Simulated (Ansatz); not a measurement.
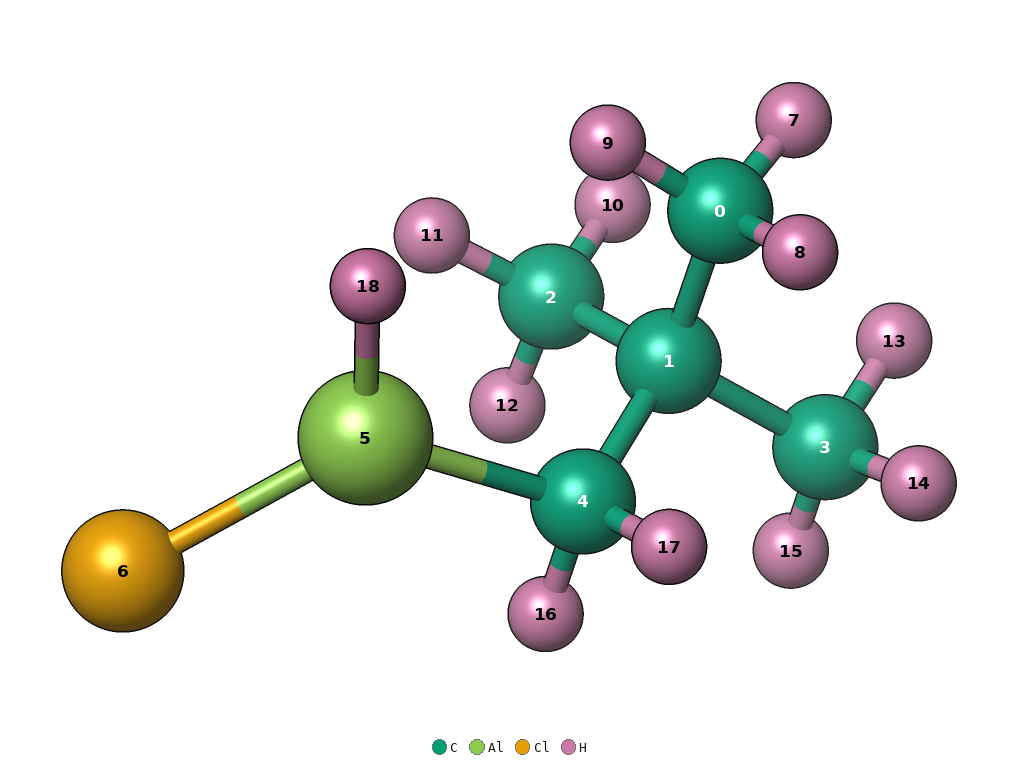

Starting geometry of the run. Atoms are numbered from 0, in the order of the input.

The calculation was set up as follows.

```yaml
crystal:
  periodic: [false, false, false]
  atoms:
    - {symbol: C, position_ang: [-1.543600, -0.265400, -0.211700]}
    - {symbol: C, position_ang: [-0.059000, -0.300900, -0.339200]}
    - {symbol: C, position_ang: [0.455100, -1.340000, 0.646500]}
    - {symbol: C, position_ang: [0.383400, -0.737800, -1.771400]}
    - {symbol: C, position_ang: [0.588800, 1.085300, -0.101600]}
    - {symbol: Al, position_ang: [0.283700, 1.963100, 1.719400]}
    - {symbol: Cl, position_ang: [2.032900, 2.374000, 3.041800]}
    - {symbol: H, position_ang: [-2.014900, -1.179000, -0.496100]}
    - {symbol: H, position_ang: [-1.992800, 0.572300, -0.866500]}
    - {symbol: H, position_ang: [-1.902800, 0.029600, 0.835700]}
    - {symbol: H, position_ang: [0.079500, -2.351800, 0.445800]}
    - {symbol: H, position_ang: [0.207100, -1.087400, 1.717400]}
    - {symbol: H, position_ang: [1.548600, -1.358000, 0.600400]}
    - {symbol: H, position_ang: [-0.156900, -1.732300, -1.975800]}
    - {symbol: H, position_ang: [-0.074700, -0.038100, -2.513800]}
    - {symbol: H, position_ang: [1.418600, -0.788800, -1.868300]}
    - {symbol: H, position_ang: [1.700900, 1.051800, -0.206800]}
    - {symbol: H, position_ang: [0.201700, 1.839700, -0.819500]}
    - {symbol: H, position_ang: [-1.197400, 2.259500, 2.220200]}
basis:
  gaussian: {orbitals: def2-SVP}
hamiltonian: {xc: pbe, dispersion: d4}
relax: {f_tol: 0.03, max_steps: 200}
```

Output (its end):

```
1874 factors; their error is unknown
mean field -24476.00873805 eV, -899.4767306889 hartree, gradient 2.0e-5 eV, S^2 0.000000; 1 other end points of the search recorded, 0 dependent functions left out
the calculation of the forces begins
reference -24476.00878195 eV, -899.4767323019 hartree; 36, 36 occupied and 130, 130 virtual orbitals, 1874 factors
Total energy: -24476.49842030 eV, -899.4947261795 hartree
Atom 0 at    -1.607774    -0.179295    -0.321609 Å, force    -0.011666     0.005247    -0.002869 eV/Å
Atom 1 at    -0.069711    -0.245405    -0.371375 Å, force     0.009079     0.008601     0.004097 eV/Å
Atom 2 at     0.435293    -1.190752     0.737893 Å, force     0.006275     0.000274     0.003986 eV/Å
Atom 3 at     0.374390    -0.785830    -1.743700 Å, force    -0.003703     0.000578     0.004858 eV/Å
Atom 4 at     0.528223     1.169779    -0.131249 Å, force     0.006693    -0.001856     0.005992 eV/Å
Atom 5 at     0.357989     1.705266     1.756250 Å, force    -0.004099    -0.005254    -0.010571 eV/Å
Atom 6 at     2.130843     2.216394     2.824077 Å, force     0.002782     0.000743    -0.000041 eV/Å
Atom 7 at    -2.057565    -1.182450    -0.474374 Å, force     0.002009     0.002343     0.003079 eV/Å
Atom 8 at    -2.002244     0.491911    -1.112433 Å, force     0.003432    -0.002274     0.003397 eV/Å
Atom 9 at    -1.970743     0.205887     0.655098 Å, force     0.001875    -0.005634    -0.002907 eV/Å
Atom 10 at     0.050787    -2.224467     0.613459 Å, force    -0.001311    -0.000382     0.003090 eV/Å
Atom 11 at     0.089308    -0.853798     1.747368 Å, force    -0.005909     0.001172    -0.002171 eV/Å
Atom 12 at     1.543749    -1.238970     0.760352 Å, force     0.000656    -0.000519    -0.004990 eV/Å
Atom 13 at    -0.049970    -1.793489    -1.939106 Å, force    -0.000233    -0.000007    -0.001932 eV/Å
Atom 14 at     0.039597    -0.113102    -2.559863 Å, force     0.000769    -0.000670     0.000823 eV/Å
Atom 15 at     1.479570    -0.864624    -1.803258 Å, force     0.000353    -0.000436    -0.002042 eV/Å
Atom 16 at     1.614555     1.171729    -0.373167 Å, force    -0.001343    -0.002303    -0.005493 eV/Å
Atom 17 at     0.058693     1.909005    -0.818248 Å, force     0.001606     0.002134    -0.001410 eV/Å
Atom 18 at    -0.986790     1.798012     2.610386 Å, force    -0.007264    -0.001755     0.005104 eV/Å
Dipole moment:    -0.202491    -0.218396    -0.377620 e Å
```
